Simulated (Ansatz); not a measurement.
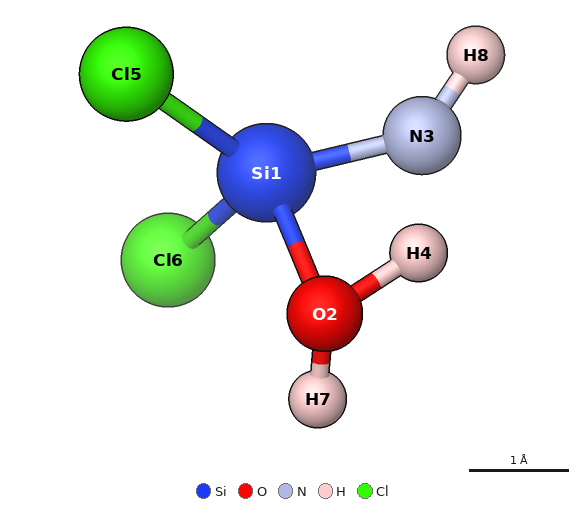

Simulated data, not a measurement (program: Ansatz).

Orthographic view. Depth is shown by fading: the farther an atom, the more it takes the colour of the background. Geometry: start.

Give the geometry as a Z-matrix, atoms in numerical order, with these reference atoms: 2 to 1; 3 to 1, 2; 4 to 2, 1, 3; 5 to 1, 3, 4; 6 to 1, 3, 4; 7 to 2, 4, 3; 8 to 3, 4, 2.

```
Si 
O    1   1.868
N    1   1.630   2    83.4
H    2   1.179   1    73.3   3    -0.6
Cl   1   2.045   3   125.4   4   107.9
Cl   1   2.060   3   123.5   4  -102.1
H    2   0.968   4   114.9   3   111.4
H    3   1.008   4   143.8   2   157.6
```
